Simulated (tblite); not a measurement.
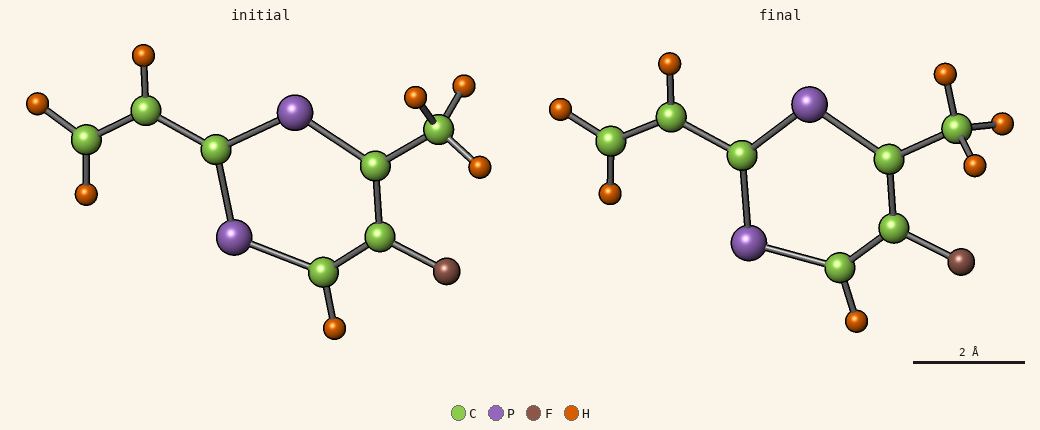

The structure of C₇H₇FP₂ before (left) and after (right) a relaxation, at one scale.

A ball-and-stick model, seen at a tilt.

The calculation used GFN2-xTB geometry optimisation, gas phase (tblite). 

**What changed between the two?**

After 82 geometry steps the energy has fallen by 91.1 kJ/mol. An H atom moves most after the best rigid fit: 0.76 Å. Largest moves by element: H 0.76 Å, F 0.22 Å, P 0.22 Å, C 0.20 Å. Among the contacts that change: P–P 2.847 → 3.166 Å, C–H 1.131 → 1.088 Å, C–P 1.721 → 1.752 Å, C–C 1.484 → 1.502 Å. Among the angles between lasting bonds that change: P–C–P 110.1° → 129.3°, C–P–C 117.4° → 103.0°, C–P–C 118.8° → 105.4°. Groups turn about C–C by about 40°.
